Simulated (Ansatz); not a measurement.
# Run report: C2H6FNOSSi, molecular dynamics (part 3 of 3)

Continued. System: C2H6FNOSSi. Method: UKS PBE0-D4/STO-3G (Ansatz 0.2.0). It belongs to a series of runs on one base structure; here: dynamics from the start.

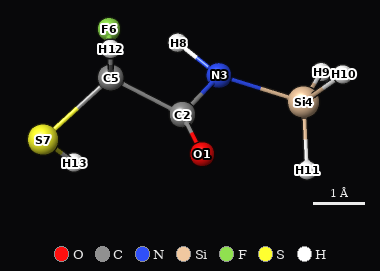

The geometry at step 56 of the log (ball-and-stick view, seen at a tilt; atoms are numbered from 1 in the order of the input).

Trajectory as extended XYZ, continued
```
13
Properties=species:S:1:pos:R:3:forces:R:3 step=42 time_fs=10.5 energy=-26798.75422 temperature=680.9
O     0.2956    0.7188    1.6545   -1.1444  -0.2077   2.1279
C     0.1466    0.4927    0.4495    3.3109   0.3290   0.5594
N     0.1064   -0.7334   -0.2365   -0.9998   1.8915  -0.8214
Si   -0.3384   -2.2587    0.5927   -0.4356   0.8035   0.2480
C     0.6887    1.6999   -0.5250   -2.3353  -2.3705  -2.0324
F     0.6285    1.0135   -1.8043   -0.0957   0.3032  -0.4470
S    -0.4975    3.0712   -0.4804    0.5653   0.2017  -0.0508
H     0.2435   -0.2671   -1.2232   -0.1786  -1.6529   0.1354
H    -0.7711   -3.2478   -0.4170    0.4129   0.4924   0.5678
H     0.9501   -2.5902    1.2525   -1.0634  -0.3104  -0.1417
H    -1.5021   -2.0246    1.5816    1.7209  -0.2662  -1.2781
H     1.7556    1.9424   -0.4642    0.3873   0.6433   1.0626
H    -1.5347    2.1993   -0.4577   -0.1445   0.1431   0.0703
13
Properties=species:S:1:pos:R:3:forces:R:3 step=44 time_fs=11.0 energy=-26798.78182 temperature=700.5
O     0.2933    0.7193    1.6524   -1.1635  -0.2293   2.1040
C     0.1443    0.4923    0.4472    3.3501   0.3127   0.5210
N     0.1094   -0.7339   -0.2409   -1.0575   1.7988  -0.7228
Si   -0.3414   -2.2605    0.5945    0.2662   1.0171   0.2648
C     0.6905    1.6986   -0.5273   -2.7410  -2.3506  -1.9058
F     0.6269    1.0152   -1.8026   -0.0693   0.2749  -0.6110
S    -0.4969    3.0726   -0.4785    0.6793   0.2079  -0.0593
H     0.2457   -0.2693   -1.2287   -0.1876  -1.6401   0.1863
H    -0.7677   -3.2452   -0.4002    0.3050   0.2612   0.3194
H     0.9588   -2.5879    1.2580   -1.2747  -0.2680  -0.2423
H    -1.4846   -2.0253    1.5692    1.3827  -0.1997  -0.9987
H     1.7491    1.9380   -0.4611    0.7439   0.7235   1.0733
H    -1.5290    2.1994   -0.4620   -0.2335   0.0915   0.0710
13
Properties=species:S:1:pos:R:3:forces:R:3 step=46 time_fs=11.5 energy=-26798.79939 temperature=713.2
O     0.2907    0.7197    1.6506   -1.1785  -0.2539   2.0647
C     0.1426    0.4919    0.4450    3.3739   0.2996   0.4836
N     0.1123   -0.7341   -0.2454   -1.1153   1.6804  -0.5964
Si   -0.3444   -2.2623    0.5963    1.0083   1.2453   0.2366
C     0.6918    1.6969   -0.5301   -3.0816  -2.3027  -1.7590
F     0.6254    1.0169   -1.8010   -0.0423   0.2424  -0.7844
S    -0.4961    3.0741   -0.4767    0.7837   0.2088  -0.0672
H     0.2477   -0.2729   -1.2341   -0.1955  -1.6128   0.2223
H    -0.7641   -3.2425   -0.3831    0.1888   0.0086   0.0530
H     0.9664   -2.5857    1.2632   -1.4612  -0.2310  -0.3312
H    -1.4661   -2.0262    1.5559    0.9878  -0.1180  -0.6703
H     1.7431    1.9342   -0.4571    1.0523   0.7890   1.0779
H    -1.5234    2.1995   -0.4663   -0.3203   0.0444   0.0704
13
Properties=species:S:1:pos:R:3:forces:R:3 step=48 time_fs=12.0 energy=-26798.80502 temperature=717.5
O     0.2880    0.7200    1.6491   -1.1893  -0.2812   2.0101
C     0.1416    0.4916    0.4429    3.3817   0.2895   0.4481
N     0.1150   -0.7340   -0.2500   -1.1725   1.5381  -0.4434
Si   -0.3473   -2.2639    0.5981    1.7877   1.4812   0.1564
C     0.6925    1.6947   -0.5331   -3.3335  -2.2230  -1.5906
F     0.6238    1.0186   -1.7995   -0.0154   0.2053  -0.9666
S    -0.4954    3.0757   -0.4748    0.8756   0.2031  -0.0744
H     0.2496   -0.2778   -1.2393   -0.2023  -1.5716   0.2426
H    -0.7603   -3.2397   -0.3659    0.0667  -0.2614  -0.2268
H     0.9729   -2.5838    1.2682   -1.6209  -0.1992  -0.4078
H    -1.4467   -2.0271    1.5421    0.5346  -0.0199  -0.2907
H     1.7380    1.9310   -0.4522    1.2907   0.8353   1.0743
H    -1.5180    2.1997   -0.4706   -0.4029   0.0037   0.0687
13
Properties=species:S:1:pos:R:3:forces:R:3 step=50 time_fs=12.5 energy=-26798.79752 temperature=712.6
O     0.2850    0.7203    1.6479   -1.1955  -0.3112   1.9402
C     0.1413    0.4914    0.4409    3.3727   0.2819   0.4154
N     0.1175   -0.7337   -0.2547   -1.2285   1.3740  -0.2651
Si   -0.3501   -2.2655    0.5999    2.5980   1.7171   0.0186
C     0.6925    1.6921   -0.5365   -3.4773  -2.1080  -1.3986
F     0.6223    1.0204   -1.7981    0.0111   0.1633  -1.1567
S    -0.4945    3.0772   -0.4730    0.9520   0.1896  -0.0812
H     0.2514   -0.2839   -1.2443   -0.2078  -1.5170   0.2465
H    -0.7564   -3.2371   -0.3490   -0.0584  -0.5426  -0.5132
H     0.9781   -2.5820    1.2729   -1.7526  -0.1726  -0.4716
H    -1.4269   -2.0281    1.5281    0.0245   0.0952   0.1397
H     1.7340    1.9284   -0.4465    1.4408   0.8588   1.0599
H    -1.5130    2.1999   -0.4748   -0.4792  -0.0286   0.0660
13
Properties=species:S:1:pos:R:3:forces:R:3 step=52 time_fs=13.0 energy=-26798.77666 temperature=698.4
O     0.2819    0.7206    1.6470   -1.1970  -0.3435   1.8556
C     0.1417    0.4912    0.4390    3.3462   0.2762   0.3863
N     0.1198   -0.7331   -0.2594   -1.2824   1.1905  -0.0637
Si   -0.3526   -2.2668    0.6018    3.4281   1.9441  -0.1798
C     0.6918    1.6890   -0.5402   -3.5003  -1.9555  -1.1808
F     0.6207    1.0222   -1.7968    0.0369   0.1163  -1.3539
S    -0.4936    3.0788   -0.4712    1.0108   0.1669  -0.0877
H     0.2529   -0.2912   -1.2492   -0.2116  -1.4498   0.2339
H    -0.7526   -3.2349   -0.3324   -0.1828  -0.8273  -0.7981
H     0.9818   -2.5804    1.2772   -1.8551  -0.1511  -0.5223
H    -1.4071   -2.0290    1.5142   -0.5364   0.2270   0.6162
H     1.7310    1.9266   -0.4399    1.4908   0.8569   1.0318
H    -1.5083    2.2001   -0.4789   -0.5473  -0.0506   0.0626
13
Properties=species:S:1:pos:R:3:forces:R:3 step=54 time_fs=13.5 energy=-26798.74344 temperature=675.4
O     0.2787    0.7208    1.6464   -1.1936  -0.3779   1.7566
C     0.1427    0.4911    0.4371    3.3020   0.2713   0.3615
N     0.1219   -0.7323   -0.2641   -1.3336   0.9908   0.1584
Si   -0.3548   -2.2681    0.6036    4.2601   2.1528  -0.4376
C     0.6904    1.6856   -0.5441   -3.3989  -1.7649  -0.9357
F     0.6192    1.0240   -1.7957    0.0617   0.0643  -1.5569
S    -0.4926    3.0803   -0.4693    1.0504   0.1340  -0.0942
H     0.2543   -0.2997   -1.2538   -0.2135  -1.3711   0.2049
H    -0.7489   -3.2334   -0.3165   -0.3023  -1.1055  -1.0717
H     0.9842   -2.5789    1.2811   -1.9278  -0.1344  -0.5598
H    -1.3877   -2.0297    1.5007   -1.1360   0.3732   1.1290
H     1.7293    1.9254   -0.4325    1.4371   0.8285   0.9869
H    -1.5041    2.2002   -0.4830   -0.6056  -0.0611   0.0587
13
Properties=species:S:1:pos:R:3:forces:R:3 step=56 time_fs=14.0 energy=-26798.70056 temperature=645.7
O     0.2752    0.7210    1.6460   -1.1850  -0.4139   1.6440
C     0.1444    0.4911    0.4354    3.2396   0.2661   0.3419
N     0.1237   -0.7314   -0.2688   -1.3812   0.7782   0.3978
Si   -0.3567   -2.2691    0.6054    5.0686   2.3346  -0.7481
C     0.6883    1.6818   -0.5483   -3.1790  -1.5375  -0.6631
F     0.6177    1.0258   -1.7948    0.0852   0.0077  -1.7640
S    -0.4915    3.0819   -0.4675    1.0700   0.0901  -0.1009
H     0.2556   -0.3093   -1.2583   -0.2134  -1.2823   0.1606
H    -0.7455   -3.2328   -0.3014   -0.4126  -1.3658  -1.3232
H     0.9849   -2.5775    1.2845   -1.9701  -0.1226  -0.5840
H    -1.3692   -2.0302    1.4882   -1.7546   0.5299   1.6613
H     1.7287    1.9249   -0.4243    1.2852   0.7744   0.9230
H    -1.5004    2.2003   -0.4870   -0.6527  -0.0590   0.0548
13
Properties=species:S:1:pos:R:3:forces:R:3 step=58 time_fs=14.5 energy=-26798.65277 temperature=612.6
O     0.2715    0.7211    1.6459   -1.1713  -0.4512   1.5186
C     0.1468    0.4910    0.4337    3.1591   0.2594   0.3281
N     0.1253   -0.7303   -0.2735   -1.4245   0.5568   0.6504
Si   -0.3581   -2.2699    0.6071    5.8199   2.4826  -1.0972
C     0.6856    1.6777   -0.5525   -2.8555  -1.2770  -0.3641
F     0.6161    1.0276   -1.7942    0.1075  -0.0529  -1.9731
S    -0.4904    3.0835   -0.4657    1.0694   0.0345  -0.1081
H     0.2566   -0.3200   -1.2626   -0.2110  -1.1849   0.1027
H    -0.7424   -3.2333   -0.2874   -0.5088  -1.5958  -1.5416
H     0.9841   -2.5762    1.2875   -1.9811  -0.1155  -0.5947
H    -1.3521   -2.0302    1.4770   -2.3648   0.6905   2.1890
H     1.7291    1.9251   -0.4154    1.0487   0.6975   0.8390
H    -1.4972    2.2003   -0.4910   -0.6878  -0.0439   0.0510
13
Properties=species:S:1:pos:R:3:forces:R:3 step=60 time_fs=15.0 energy=-26798.60690 temperature=580.8
O     0.2677    0.7211    1.6460   -1.1522  -0.4893   1.3815
C     0.1498    0.4911    0.4320    3.0605   0.2500   0.3209
N     0.1267   -0.7291   -0.2780   -1.4623   0.3308   0.9110
Si   -0.3590   -2.2705    0.6087    6.4738   2.5922  -1.4638
C     0.6823    1.6733   -0.5568   -2.4498  -0.9887  -0.0426
F     0.6146    1.0294   -1.7938    0.1286  -0.1166  -2.1814
S    -0.4892    3.0851   -0.4639    1.0492  -0.0328  -0.1158
H     0.2575   -0.3315   -1.2669   -0.2062  -1.0809   0.0339
H    -0.7397   -3.2350   -0.2746   -0.5868  -1.7830  -1.7163
H     0.9817   -2.5749    1.2900   -1.9601  -0.1133  -0.5915
H    -1.3369   -2.0296    1.4675   -2.9319   0.8458   2.6815
H     1.7303    1.9257   -0.4058    0.7474   0.6016   0.7350
H    -1.4945    2.2003   -0.4950   -0.7101  -0.0159   0.0477
13
Properties=species:S:1:pos:R:3:forces:R:3 step=62 time_fs=15.5 energy=-26798.57136 temperature=556.4
O     0.2637    0.7211    1.6463   -1.1276  -0.5277   1.2339
C     0.1534    0.4912    0.4304    2.9442   0.2367   0.3207
N     0.1278   -0.7279   -0.2824   -1.4938   0.1048   1.1735
Si   -0.3594   -2.2709    0.6102    6.9865   2.6623  -1.8214
C     0.6785    1.6687   -0.5612   -1.9871  -0.6795   0.2956
F     0.6131    1.0312   -1.7936    0.1484  -0.1818  -2.3855
S    -0.4878    3.0866   -0.4621    1.0107  -0.1114  -0.1243
H     0.2582   -0.3440   -1.2711   -0.1993  -0.9726  -0.0418
H    -0.7375   -3.2382   -0.2632   -0.6429  -1.9164  -1.8386
H     0.9778   -2.5738    1.2920   -1.9063  -0.1162  -0.5741
H    -1.3240   -2.0284    1.4602   -3.4175   0.9852   3.1041
H     1.7322    1.9269   -0.3956    0.4043   0.4921   0.6129
H    -1.4924    2.2003   -0.4989   -0.7197   0.0245   0.0452
13
Properties=species:S:1:pos:R:3:forces:R:3 step=64 time_fs=16.0 energy=-26798.55489 temperature=545.3
O     0.2596    0.7210    1.6469   -1.0975  -0.5659   1.0772
C     0.1576    0.4913    0.4289    2.8106   0.2185   0.3280
N     0.1286   -0.7266   -0.2865   -1.5178  -0.1166   1.4308
Si   -0.3592   -2.2711    0.6115    7.3159   2.6951  -2.1409
C     0.6743    1.6640   -0.5654   -1.4930  -0.3573   0.6426
F     0.6116    1.0330   -1.7938    0.1674  -0.2470  -2.5813
S    -0.4864    3.0882   -0.4603    0.9557  -0.2005  -0.1337
H     0.2588   -0.3572   -1.2754   -0.1903  -0.8624  -0.1196
H    -0.7358   -3.2429   -0.2532   -0.6743  -1.9871  -1.9027
H     0.9723   -2.5728    1.2936   -1.8188  -0.1243  -0.5420
H    -1.3138   -2.0263    1.4554   -3.7834   1.0970   3.4221
H     1.7344    1.9284   -0.3849    0.0425   0.3743   0.4757
H    -1.4909    2.2003   -0.5028   -0.7169   0.0762   0.0437
13
Properties=species:S:1:pos:R:3:forces:R:3 step=66 time_fs=16.5 energy=-26798.56481 temperature=552.7
O     0.2552    0.7207    1.6475   -1.0619  -0.6034   0.9131
C     0.1623    0.4915    0.4275    2.6604   0.1945   0.3430
N     0.1292   -0.7254   -0.2905   -1.5332  -0.3285   1.6748
Si   -0.3584   -2.2710    0.6127    7.4275   2.6951  -2.3953
C     0.6699    1.6592   -0.5696   -0.9909  -0.0303   0.9889
F     0.6102    1.0347   -1.7943    0.1855  -0.3099  -2.7640
S    -0.4850    3.0898   -0.4585    0.8862  -0.2990  -0.1438
H     0.2592   -0.3711   -1.2798   -0.1798  -0.7529  -0.1936
H    -0.7346   -3.2492   -0.2448   -0.6798  -1.9896  -1.9059
H     0.9653   -2.5718    1.2947   -1.6966  -0.1381  -0.4945
H    -1.3067   -2.0234    1.4532   -3.9980   1.1707   3.6065
H     1.7366    1.9303   -0.3738   -0.3171   0.2538   0.3276
H    -1.4900    2.2004   -0.5067   -0.7023   0.1377   0.0433
13
Properties=species:S:1:pos:R:3:forces:R:3 step=68 time_fs=17.0 energy=-26798.60512 temperature=581.5
O     0.2507    0.7204    1.6483   -1.0206  -0.6397   0.7434
C     0.1676    0.4917    0.4261    2.4944   0.1641   0.3658
N     0.1295   -0.7242   -0.2941   -1.5389  -0.5268   1.8970
Si   -0.3569   -2.2707    0.6137    7.3010   2.6684  -2.5652
C     0.6652    1.6545   -0.5735   -0.5009   0.2934   1.3242
F     0.6087    1.0364   -1.7951    0.2030  -0.3685  -2.9287
S    -0.4835    3.0913   -0.4567    0.8049  -0.4050  -0.1546
H     0.2595   -0.3857   -1.2843   -0.1684  -0.6464  -0.2572
H    -0.7340   -3.2571   -0.2378   -0.6593  -1.9227  -1.8496
H     0.9570   -2.5710    1.2955   -1.5392  -0.1580  -0.4308
H    -1.3027   -2.0196    1.4540   -4.0421   1.1988   3.6388
H     1.7385    1.9323   -0.3625   -0.6570   0.1354   0.1727
H    -1.4896    2.2006   -0.5105   -0.6770   0.2070   0.0442
```

The run was set up as follows.

Input
```yaml
crystal:
  periodic: [false, false, false]
  atoms:
    - { symbol: O, position_ang: [0.314836, 0.704975, 1.760853] }
    - { symbol: C, position_ang: [0.31553, 0.520906, 0.527372] }
    - { symbol: "N", position_ang: [0.015147, -0.658237, -0.167922] }
    - { symbol: Si, position_ang: [-0.335808, -2.216718, 0.55001] }
    - { symbol: C, position_ang: [0.646367, 1.638558, -0.572751] }
    - { symbol: F, position_ang: [0.655285, 0.988973, -1.834792] }
    - { symbol: S, position_ang: [-0.512145, 3.041745, -0.51915] }
    - { symbol: H, position_ang: [0.179448, -0.45273, -1.184042] }
    - { symbol: H, position_ang: [-0.714748, -3.095637, -0.530084] }
    - { symbol: H, position_ang: [0.826499, -2.746655, 1.2285] }
    - { symbol: H, position_ang: [-1.418937, -2.077855, 1.495938] }
    - { symbol: H, position_ang: [1.661091, 2.054824, -0.379345] }
    - { symbol: H, position_ang: [-1.612163, 2.26305, -0.359887] }
magnetization:
  spin_polarized: true
basis:
  gaussian: { orbitals: STO-3G }
hamiltonian:
  xc: pbe0
  dispersion: d4
md:
  timestep: 0.25
  n_steps: 68
  ensemble: nvt_nose_hoover
  temperature: 1500.0
  initial_velocities: maxwell_boltzmann
  seed: 815014
  masses: [{ species: H, mass: 3.016 }]
```

Command:
```bash
ansatz run input.yaml --threads 1 --pin off --max-ram 2048MiB --backend cpu --events-out ev --progress --plain --runs-dir out
```

Key numbers

- outcome: finished
- mean temperature over the second half: 637 K
- trajectory: 68 steps, 17 fs
- ensemble: nvt_nose_hoover
- temperature in the input: 1500.0 K
- time step: 0.25 fs
- potential energy (last step): −26798.6051 eV
- mean-field energy (last step): −26798.3197 eV
- largest force (length of the vector) (last step): 8.186 eV/Å
- hardware: 1 thread of Arm Neoverse V2, 24 GiB of memory available, shared host
- wall time: 5.8 min
- peak memory: 0.2 GiB

So short a trajectory is not equilibrated. The temperature stays far from the 1500 K of the thermostat over the second half: the run isn't equilibrated.
